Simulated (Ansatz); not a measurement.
Consider CH$_{2}$F$_{2}$Ge (SMILES [CH2]=[Ge]([F])[F]).

Input

```
basis:
  gaussian:
    orbitals: def2-TZVPD
crystal:
  periodic: [false, false, false]
  atoms:
    - {symbol: C, position_ang: [0.691857, -0.596014, -1.658474]}
    - {symbol: F, position_ang: [-1.348544, 1.543093, -2.737190]}
    - {symbol: F, position_ang: [-1.974614, -1.050258, -3.266493]}
    - {symbol: Ge, position_ang: [-0.675212, -0.064240, -2.646452]}
    - {symbol: H, position_ang: [0.998669, -1.633294, -1.771999]}
    - {symbol: H, position_ang: [1.431685, 0.160106, -1.405684]}
output: {forces: true, orbitals: {seedname: orbitals}}
hamiltonian:
  xc: pbe0
```

Command:

```sh
ansatz run input.yaml --threads 1 --pin off --max-ram 2610MiB --events-out events.jsonl --progress --plain --runs-dir runs
```

Geometry: PBE0-D3(BJ)/pcseg-1.

Level of theory: isolated molecule in a Gaussian basis; Kohn-Sham density functional theory, functional PBE0 in Ansatz 0.2.0.

What will maps of the electron density and electron localisation function show?

Answer. Ge–F (1.75 Å): the density is about 0.97 e/Å³ at the midpoint; the ELF peaks at about 0.80 in the valence shell of F, 0.5 Å from its nucleus, and is about 0.25 at the midpoint.
C–Ge (1.77 Å): ρ at the midpoint is about 1.1 e/Å³; the ELF peaks at about 0.80 in the valence shell of C, 0.7 Å from its nucleus, and is about 0.50 at the midpoint.
C–H (1.09 Å): ρ is about 2 e/Å³ halfway; the ELF climbs to about 1 towards the hydrogen, as it does in any bond to H; an ordinary covalent bond to hydrogen.

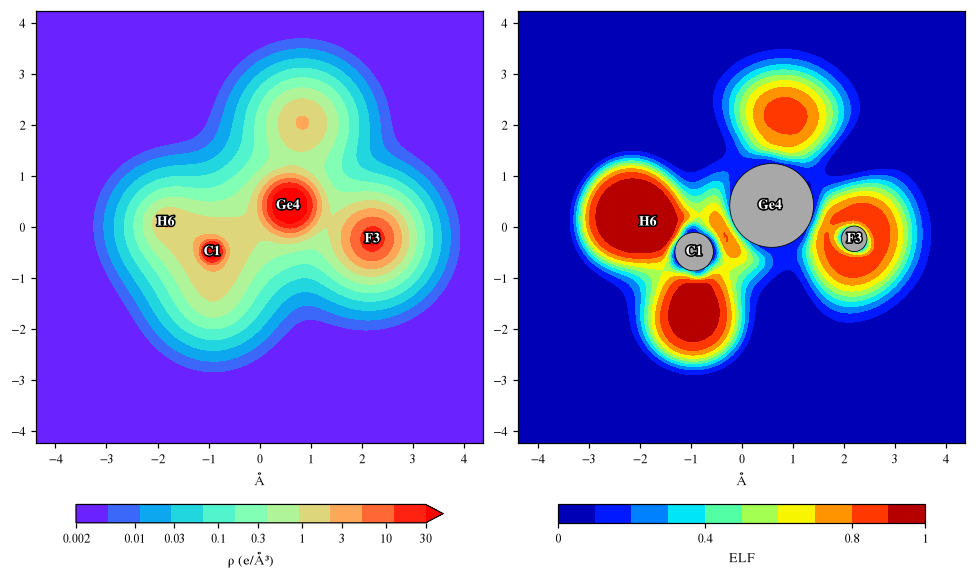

Computed electron density and electron localisation function on the plane of atoms C1, Ge4 and F3, in this order. Grey discs cover the atomic cores in the ELF map. 
